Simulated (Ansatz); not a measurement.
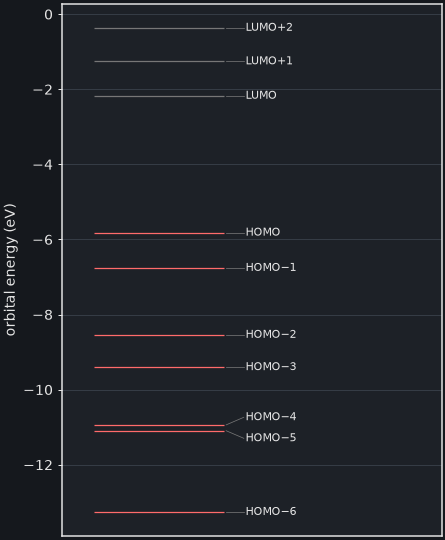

Kohn-Sham orbital energies near the frontier, B3LYP/def2-TZVPP in the Ansatz code 0.2.0, at a PBE0-D4/def2-TZVP geometry (a minimum by its frequencies), isolated molecule; empty levels in grey, levels within 0.03 eV side by side.

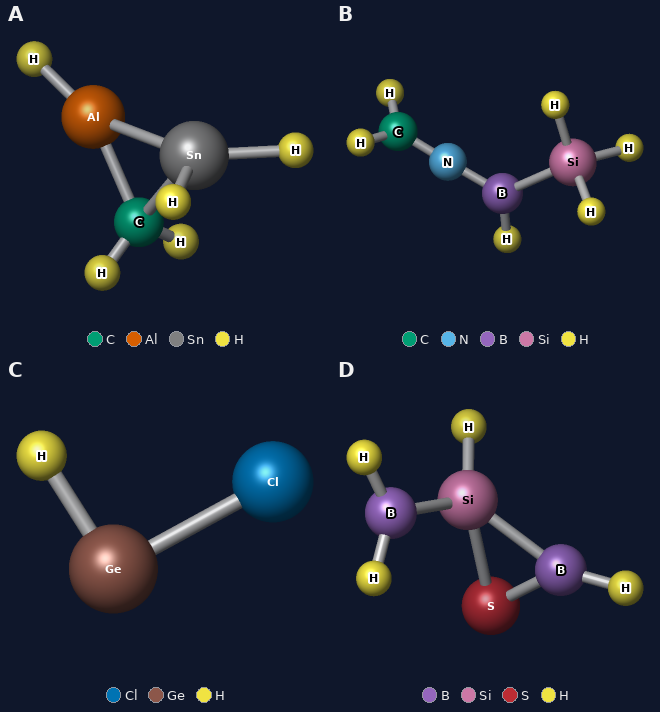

Question: Which molecule has this level scheme? Choose among the lettered structures.

Answer: Structure A, CH₅AlSn, SMILES [CH2]1[AlH][SnH2]1, singlet. HOMO −5.82 eV, LUMO −2.17 eV, separation 3.65 eV.

Caveats: core potentials past krypton; spin-orbit coupling is left out, and with Sn it can shift these levels and split any degenerate set.
